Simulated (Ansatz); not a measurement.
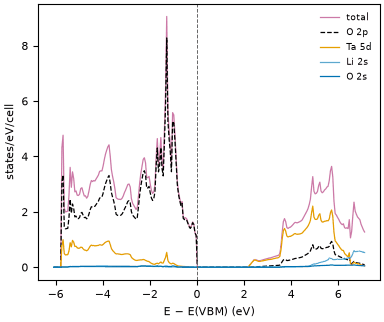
Figure: Total and projected density of states of LiTaO3 in space group P4mm (No. 99; Ta on 1b, Li on 1a, O on 1b, O on 2c), the program Ansatz at the LDA level (PAW)

Q: Which orbitals carry the states next to the gap?

A: Top 1 eV of the valence band: O 2p 97 %. Bottom 1 eV of the conduction band: Ta 5d 89 %, O 2p 9 %. Projections are on Löwdin-orthogonalised atomic valence shells; empty p or d shells of many metals are not among them.

Q: Where is the tallest occupied peak in this window, and what makes it?

A: Near -1.3 eV, about 9.1 states/eV per cell; the largest projected share is O 2p.

The start of the workflow was typed in or built on a structure type; neither database checked (COD, Materials Project) lists it. It is not the phase usual at ambient conditions (space group No. 161). The LDA relaxation kept the symmetry of its start. At this level the phase is dynamically unstable (imaginary phonons). The run is not spin-polarised. Scalar-relativistic: spin–orbit coupling is off unless named, which matters more the heavier the elements.

Potentials: the later of the program's two PAW sets.
